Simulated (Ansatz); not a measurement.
Input file:

```
crystal:
  periodic: [false, false, false]
  atoms:
    - { symbol: Cl, position_ang: [1.36366, -0.16929, 1.67573] }
    - { symbol: Si, position_ang: [0.04842, 0.28512, 0.25597] }
    - { symbol: S, position_ang: [-1.21296, -1.24821, -0.51551] }
    - { symbol: S, position_ang: [0.36826, -0.45436, -1.71547] }
    - { symbol: H, position_ang: [-2.47209, -1.55301, -0.04003] }
basis:
  gaussian: { orbitals: def2-SVP }
hamiltonian:
  xc: b3lyp
  dispersion: d4
relax:
  f_tol: 0.02
  max_steps: 50
output:
  orbitals: {}
```

Launched as:

```sh
ansatz run input.yaml --threads 1 --pin off --max-ram 2048MiB --backend cpu --events-out ev --progress --plain --runs-dir out
```

The fields are those of the relaxed geometry.

All numbers below come from Ansatz, RKS B3LYP-D4/def2-SVP.

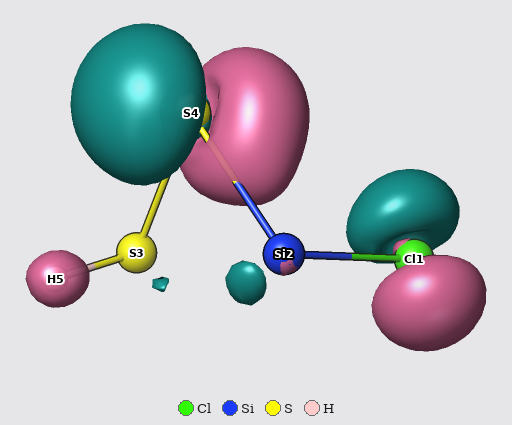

ClHS2Si. The HOMO−1 at ±0.15 Å⁻³ᐟ² (teal and pink are the two phases), seen at a tilt.

Q: Where does this orbital lie, and at what energy?

A: It lies mainly on S4 (about 60 %), Cl1 (about 20 %) and Si2 (about 10 %). Its energy is −7.34 eV.
